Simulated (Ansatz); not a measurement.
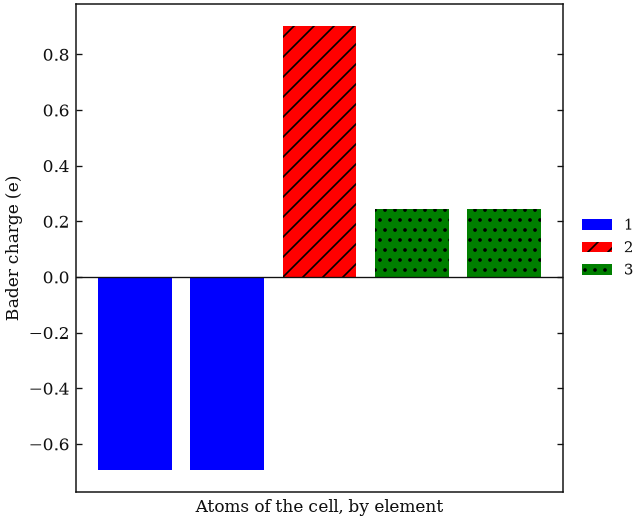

Bader charges of the atoms (positive: electrons lost).

Structure: LiSb$_{2}$Os$_{2}$, space group I4/mmm (No. 139), 5 atoms in the cell.

Method: DFT with r2SCAN, PAW plane waves, spin-orbit coupling, 5×5×5 k mesh, 500 eV cutoff (Ansatz).

Which number is which element?

1 is Os; 2 is Li; 3 is Sb. The Bader charges are Li +0.90 e, Sb +0.24 e and Os −0.69 e.

The structure was built from a prototype or by substitution, so it need not be a known phase. The atoms aren't at rest in this cell (largest force 3.7 eV/Å), so the relaxed material can differ. Some starting moments didn't survive the run. The cell is at 20 GPa in this functional.
